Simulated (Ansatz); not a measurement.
Relaxed ZnS (zinc blende):

```
ZnS
1.0
    0.00000     2.69456     2.69456
    2.69456     0.00000     2.69456
    2.69456     2.69456     0.00000
S Zn
1 1
Direct
  0.75000   0.75000   0.75000
  0.00000   0.00000   0.00000
```

In each cell atom 2 (Zn, nearest neighbour S at 2.334 Å; its periodic images, 3.8 Å or more away, move with it) moves by s·(0.577, 0.577, 0.577) (along Cartesian [111]), the rest being held.

Calculation: r2SCAN (plane waves to 500 eV, PAW, scalar-relativistic; Ansatz, an electronic-structure program). k mesh 9×9×9 (Γ-centred), Fermi-Dirac smearing 0.05 eV. The energy includes the smearing's −TS. ZnS was relaxed with its symmetry unable to fall. ΔE is measured from the undisplaced structure.

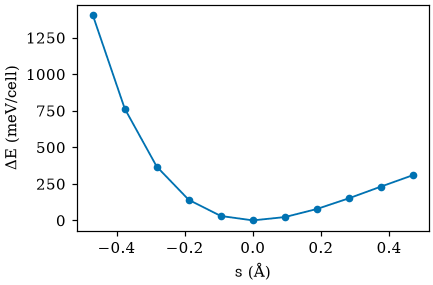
*ΔE (meV/cell) against s (Å); computed points joined by lines.*

The force constant k = d²E/ds² at s = 0 (finite differences) comes out as 5.90 eV/Å² and the energy at s = 0.470 Å is 309 meV/cell. Shape of the curve: a single well with its minimum at or next to zero displacement. Harmonic estimate at the end of the scan: ½ks² = 652 meV/cell against the computed 309 meV/cell, so the well is softer than harmonic there. Symmetry of the curve: not even: the negative side lies higher at ±0.470 Å.

The forces along the line at the two nearest points give (0.691 − (-0.445)) / (2·0.094) = 6.04 eV/Å²; the next pair corrects for the finite step.

(For displaced atoms, the force is minus the slope of the energy, and its curvature is a force constant, which sets phonon frequencies.)
